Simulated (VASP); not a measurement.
Band structure of AgRh3 (ordered alloy cell). Level of theory: PBEsol GGA, VASP's PBE PAW potentials (set 64) (plane waves; VASP).

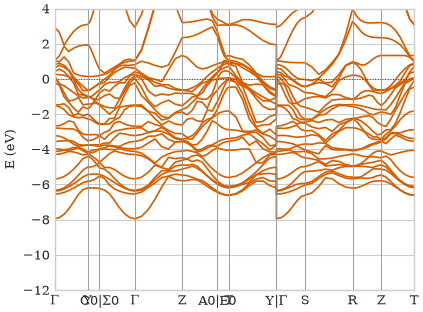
Bands along high-symmetry lines, zero at the valence-band maximum or, without a gap, the Fermi level

Read the plot: is there a gap, and where are the band edges?

It has no gap at this level: it comes out as a metal or semimetal. (Edges off the drawn lines would not show.)

The structure was generated: AgRh3 was put into an ordered model structure (Cmmm), which need not be its known phase. It was relaxed first.
